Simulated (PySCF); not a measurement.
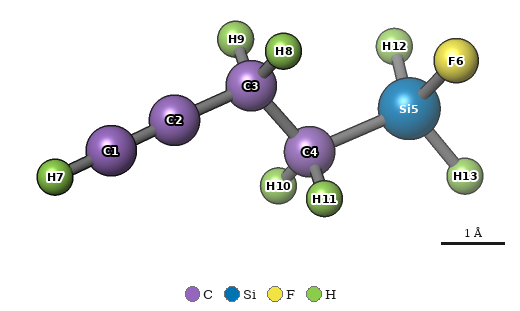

Figure 1. The structure (ball-and-stick view, seen at a tilt; atoms are numbered from 1 in the order of the input).

**C4H7FSi: one change and its effect**

System: C4H7FSi.
Method of the first run: GIAO PBE0/pcSseg-1 NMR shielding, non-relativistic, gas phase (PySCF 2.14.0).

The geometry comes from this level: PBE0-D3(BJ)/def2-SVP. Text and figures count atoms from 1; the logs count them from 0 in places.

**Input, the first run**
```
{"job": {"kind": "nmr", "xc": "PBE0", "basis": "pcSseg-1", "pop": false}, "charge": 0, "multiplicity": 1}
C      3.107957    -0.501549     0.725305
C      1.951397    -0.163346     0.846035
C      0.551659     0.226592     0.960897
C     -0.316446    -0.284369    -0.196954
Si    -2.106998     0.237438    -0.082959
F     -2.157167     1.867252    -0.051716
H      4.136776    -0.794056     0.625258
H      0.489513     1.327133     1.014110
H      0.156283    -0.142757     1.923475
H     -0.278431    -1.386826    -0.246402
H      0.088182     0.075135    -1.158463
H     -2.737715    -0.249450     1.178111
H     -2.879033    -0.228429    -1.268874
```

The first line tells a small driver script what to run in PySCF; the rest is the geometry in Å.

Launched with:
```bash
OMP_NUM_THREADS=1 python <driver script> task.json out
```

Hardware: 1 CPU thread, shared host.

**Output (the first run)**
```
coarse grid: 11400 points
cycle   1  E = -545.3950254891  dE =  4.502e-01  |g| = 6.176e-01  |ddm| = 3.387e+00
cycle   2  E = -545.3450792407  dE =  4.995e-02  |g| = 8.675e-01  |ddm| = 1.282e+00
cycle   3  E = -545.4673371464  dE = -1.223e-01  |g| = 9.148e-02  |ddm| = 7.313e-01
cycle   4  E = -545.4688504455  dE = -1.513e-03  |g| = 2.609e-02  |ddm| = 9.737e-02
cycle   5  E = -545.4689883987  dE = -1.380e-04  |g| = 9.827e-03  |ddm| = 3.039e-02
cycle   6  E = -545.4690062826  dE = -1.788e-05  |g| = 4.972e-03  |ddm| = 1.030e-02
cycle   7  E = -545.4690122321  dE = -5.950e-06  |g| = 1.186e-03  |ddm| = 3.779e-03
final grid: 105968 points
cycle   8  E = -545.5111410743  dE = -2.202e-05  |g| = 5.911e-03  |ddm| = 3.063e-02
cycle   9  E = -545.5111380712  dE =  3.003e-06  |g| = 6.910e-03  |ddm| = 1.134e-02
cycle  10  E = -545.5111500961  dE = -1.202e-05  |g| = 7.027e-04  |ddm| = 5.887e-03
cycle  11  E = -545.5111501834  dE = -8.727e-08  |g| = 3.487e-04  |ddm| = 7.209e-04
cycle  12  E = -545.5111502103  dE = -2.691e-08  |g| = 1.083e-04  |ddm| = 2.940e-04
cycle  13  E = -545.5111502132  dE = -2.881e-09  |g| = 2.425e-05  |ddm| = 9.484e-05
cycle  14  E = -545.5111502133  dE = -8.822e-11  |g| = 8.493e-06  |ddm| = 2.205e-05
converged SCF energy = -545.5111502133

GIAO shielding tensors (ppm)
atom      isotropic    diamagn.    paramagn.     s11        s22        s33       span
  0 C      109.824     257.920    -148.096     38.093     39.845    251.533    213.439
  1 C       96.442     258.045    -161.603     -8.543      1.141    296.728    305.271
  2 C      169.963     250.080     -80.116    157.088    169.735    183.067     25.979
  3 C      166.431     254.843     -88.411    152.063    167.130    180.100     28.038
  4 Si     341.248     876.838    -535.590    286.012    335.023    402.708    116.697
  5 F      402.006     468.609     -66.604    374.543    408.434    423.040     48.497
  6 H       29.359      32.707      -3.347     24.324     24.373     39.381     15.057
  7 H       28.850      28.812       0.038     22.795     29.638     34.118     11.323
  8 H       29.118      28.236       0.882     23.368     29.148     34.837     11.469
  9 H       30.706      31.572      -0.866     26.591     29.318     36.210      9.618
 10 H       29.881      32.101      -2.220     25.924     28.983     34.735      8.812
 11 H       26.226      27.608      -1.381     23.037     24.838     30.803      7.766
 12 H       26.144      27.378      -1.234     22.813     24.498     31.120      8.307
```

For the second run the input was changed thus:
```diff
-"xc": "PBE0"
+"xc": "BP86"
```

Predict how the results change.

The total energies belong to different methods, so their difference says nothing on which is more stable or more accurate. The HOMO goes from −7.82 to −6.68 eV. The LUMO goes from 0.38 to −0.57 eV. The dipole moment goes from 1.53 to 1.40 D. Of all shieldings, the largest change is that of Si5, by −19.1 ppm. The functional changes from PBE0 to BP86. Exact exchange removes part of the self-interaction error of semilocal functionals, which pushes filled and empty levels apart. The SCF takes 15 iterations against 14.

**Output (the second run)**
```
coarse grid: 11400 points
cycle   1  E = -545.7796787786  dE =  3.895e-01  |g| = 7.450e-01  |ddm| = 3.476e+00
cycle   2  E = -545.5544477013  dE =  2.252e-01  |g| = 1.368e+00  |ddm| = 1.924e+00
cycle   3  E = -545.8871247795  dE = -3.327e-01  |g| = 1.998e-01  |ddm| = 1.360e+00
cycle   4  E = -545.8945628345  dE = -7.438e-03  |g| = 5.284e-02  |ddm| = 2.153e-01
cycle   5  E = -545.8949332359  dE = -3.704e-04  |g| = 3.443e-02  |ddm| = 6.709e-02
cycle   6  E = -545.8951716698  dE = -2.384e-04  |g| = 1.557e-02  |ddm| = 3.168e-02
cycle   7  E = -545.8952307355  dE = -5.907e-05  |g| = 3.966e-03  |ddm| = 1.418e-02
cycle   8  E = -545.8952347074  dE = -3.972e-06  |g| = 5.925e-04  |ddm| = 3.993e-03
final grid: 105968 points
cycle   9  E = -545.9519480871  dE = -3.216e-05  |g| = 4.516e-03  |ddm| = 4.051e-02
cycle  10  E = -545.9519418026  dE =  6.284e-06  |g| = 7.033e-03  |ddm| = 9.608e-03
cycle  11  E = -545.9519520173  dE = -1.021e-05  |g| = 8.748e-04  |ddm| = 6.105e-03
cycle  12  E = -545.9519521096  dE = -9.234e-08  |g| = 3.866e-04  |ddm| = 1.076e-03
cycle  13  E = -545.9519521351  dE = -2.546e-08  |g| = 1.685e-04  |ddm| = 3.817e-04
cycle  14  E = -545.9519521416  dE = -6.554e-09  |g| = 5.034e-05  |ddm| = 1.380e-04
cycle  15  E = -545.9519521421  dE = -5.192e-10  |g| = 1.578e-05  |ddm| = 4.810e-05
converged SCF energy = -545.9519521421

GIAO shielding tensors (ppm)
atom      isotropic    diamagn.    paramagn.     s11        s22        s33       span
  0 C      108.814     257.888    -149.074     37.084     38.979    250.378    213.294
  1 C       93.200     255.753    -162.553    -12.042     -2.011    293.653    305.695
  2 C      163.722     252.491     -88.769    149.905    163.178    178.082     28.177
  3 C      160.046     254.451     -94.405    145.197    160.474    174.467     29.270
  4 Si     322.142     877.853    -555.710    262.028    314.053    390.346    128.318
  5 F      391.342     468.157     -76.816    360.054    398.167    415.804     55.751
  6 H       29.519      33.061      -3.542     24.613     24.658     39.286     14.673
  7 H       28.746      29.010      -0.265     22.878     29.715     33.645     10.767
  8 H       29.015      28.240       0.776     23.447     29.221     34.378     10.931
  9 H       30.638      31.616      -0.978     26.788     29.400     35.726      8.938
 10 H       29.831      32.240      -2.409     26.147     29.079     34.267      8.120
 11 H       26.035      27.749      -1.715     22.839     24.725     30.539      7.700
 12 H       25.948      27.526      -1.578     22.636     24.388     30.821      8.185
```

**The two runs side by side**

```tsv
quantity	the first run	the second run
outcome	converged	converged
total energy (hartree)	−545.511150	−545.951952
HOMO (eV)	−7.82	−6.68
LUMO (eV)	0.38	−0.57
dipole moment (D)	1.53	1.40
shielding of C1 (ppm)	109.8	108.8
shielding of C2 (ppm)	96.4	93.2
shielding of C3 (ppm)	170.0	163.7
shielding of C4 (ppm)	166.4	160.0
shielding of Si5 (ppm)	341.2	322.1
shielding of F6 (ppm)	402.0	391.3
shielding of H13 (ppm)	26.1	25.9
SCF iterations	14	15
basis functions	144	144
wall time (shared host)	14 s	15 s
```
